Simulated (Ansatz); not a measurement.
# Series on amorphous polyisobutylene (as short chains C22H46), by temperature

How do cells made at different temperatures differ in energy, pressure, forces, levels, charges and cost?

Computed with Ansatz 0.2.0: Kohn-Sham DFT, r2SCAN+D3(BJ), PAW (set soft_2). Every run is a single point, with the atoms held where the recipe put them (cutoff of the plane-wave runs 500 eV, fixed occupations).

First member: 2 polyisobutylene chains of 5 units with methyl end groups placed at random, at 0.803 g/cm³; overlaps pushed apart, then 20 ps at 800 K with MMFF94 bonds, angles, torsions, charges and radii (Halgren, J. Comput. Chem. 17, 490 (1996)) in harmonic and 12-6 forms. Snapshot after 30 ps at 460 K and fixed volume.

Last member: 2 polyisobutylene chains of 5 units with methyl end groups placed at random, at 0.691 g/cm³; overlaps pushed apart, then 20 ps at 800 K with MMFF94 bonds, angles, torsions, charges and radii (Halgren, J. Comput. Chem. 17, 490 (1996)) in harmonic and 12-6 forms. Snapshot after 30 ps at 640 K and fixed volume.

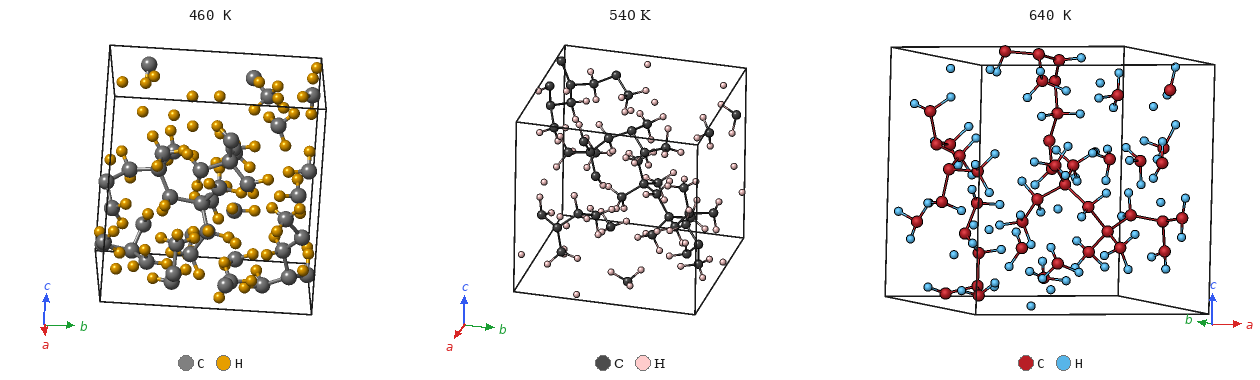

Three members of the series, labelled by temperature. Bonds to atoms that aren't drawn are left out. Some periodic images of atoms are drawn too.

The members:

| temperature (K) | reduced formula | atoms | valence electrons | k-mesh | basis | density (g/cm³) |
| --- | --- | --- | --- | --- | --- | --- |
| 460 | H23C11 | 136 | 268 | 1×1×1 | plane waves | 0.803 |
| 500 | H23C11 | 136 | 268 | 1×1×1 | plane waves | 0.778 |
| 540 | H23C11 | 136 | 268 | 1×1×1 | plane waves | 0.753 |
| 580 | H23C11 | 136 | 268 | 1×1×1 | plane waves | 0.728 |
| 640 | H23C11 | 136 | 268 | 1×1×1 | plane waves | 0.691 |

Each cell is one sample from a classical run, so sample-to-sample scatter enters every column; pressures lack the kinetic term, and hold the strain of bonds inside molecules, whose lengths the classical model set.

The input of the first member, without its atom lines; other members have their own cell and atoms, and may differ in mesh, basis and outputs:

```yaml
crystal:
  lattice:
    - [10.87075, 0.0, 0.0]
    - [0.0, 10.87075, 0.0]
    - [0.0, 0.0, 10.87075]
  atoms:
    [... 136 lines ...]
kpoints:
  mp_grid: { grid: [1, 1, 1] }
hamiltonian:
  xc: r2scan
  dispersion: d3bj
scf:
  occupations: { method: fixed }
output:
  forces: true
  stress: true
  populations: true
  dos:
    method: { smearing: { sigma: 0.08 } }
    de: 0.1
    projected: { site_lists: { C: [C], H: [H] } }
  eigenvalues: true
  write_density: true
  write_potential: true
  volumetric_format: npy
```

**Question.** How do the results, the time and the memory go along the series?

Results; charges are mean Löwdin charges in e:

| temperature (K) | energy less the first member's (meV/atom) | pressure (GPa) | r.m.s. force (eV/Å) | gap (eV) | q(C) | q(H) |
| --- | --- | --- | --- | --- | --- | --- |
| 460 | 0.0 | 1.44 | 0.999 | 5.60 | -0.29 | +0.17 |
| 500 | 10.6 | 1.25 | 1.09 | 5.30 | -0.29 | +0.17 |
| 540 | 2.2 | 0.592 | 0.996 | 5.61 | -0.29 | +0.17 |
| 580 | 27.6 | 1.27 | 1.27 | 5.58 | -0.29 | +0.17 |
| 640 | 28.9 | 1.70 | 1.21 | 5.64 | -0.29 | +0.17 |

The gap is that between the highest filled and lowest empty Kohn-Sham level on the run's k-points, and semilocal functionals tend to put gaps under measured ones. The projection misses up to 0.023 e an atom, so the charges add up to more than the cell's charge. Löwdin charges hang on the projection basis and can even invert the polarity of covalent bonds.

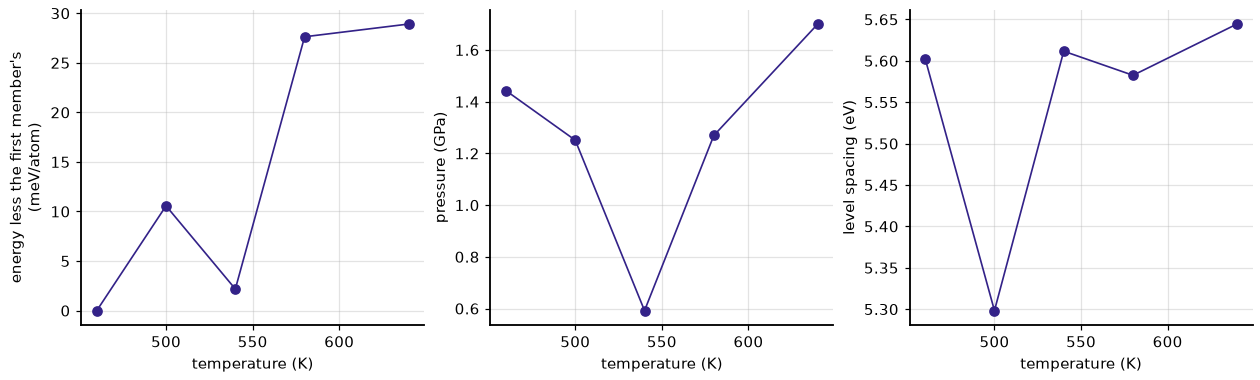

Results against temperature.

Cost on 8 threads of Arm Neoverse V2, shared host:

| temperature (K) | atoms | basis | k-mesh | SCF cycles | time | host memory (GiB) |
| --- | --- | --- | --- | --- | --- | --- |
| 460 | 136 | plane waves | 1×1×1 | 9 | 17 s | 3.0 |
| 500 | 136 | plane waves | 1×1×1 | 9 | 19 s | 3.1 |
| 540 | 136 | plane waves | 1×1×1 | 8 | 18 s | 3.1 |
| 580 | 136 | plane waves | 1×1×1 | 8 | 20 s | 3.9 |
| 640 | 136 | plane waves | 1×1×1 | 9 | 22 s | 3.9 |

Times include the outputs that each run asked for, on hosts shared with other jobs.

The energy against the first member is lowest at 460 K (0.0 meV/atom) and highest at 640 K (28.9 meV/atom), rising overall but not at every step; each member is a single configuration. The gap is lowest at 500 K (5.3 eV) and highest at 640 K (5.64 eV), with no steady trend; in single samples it varies with the configuration. The density spans 0.691 to 0.803 g/cm³, so the columns mix its effect with that of the temperature. The pressure is lowest at 540 K (0.59 GPa) and highest at 640 K (1.7 GPa), with no steady trend; the recipes set unlike densities, and the bond lengths of the classical model enter the pressure too.

**Limits.** The network of contacts between molecules at the start is that of the classical potential that made the cell, and needn't be the one that DFT or experiment would give. The cells aren't relaxed by DFT, which could reorder their energies.

[Logs are printed without paths, hosts, clocks, repeated set-up lines and the standing remarks that a program may print on its own settings, such as how far it seeks lower states.]

[Hosts, paths, dates, database ids (printed as entryN), source tags and the programs' standing remarks are cut or masked in the printed files.]

[The MMFF94 radii named for the starting cell were scaled by 0.96; in molecules described by MMFF94, hydrogen bound to N, O or S took a small fixed 12-6 site in their place.]
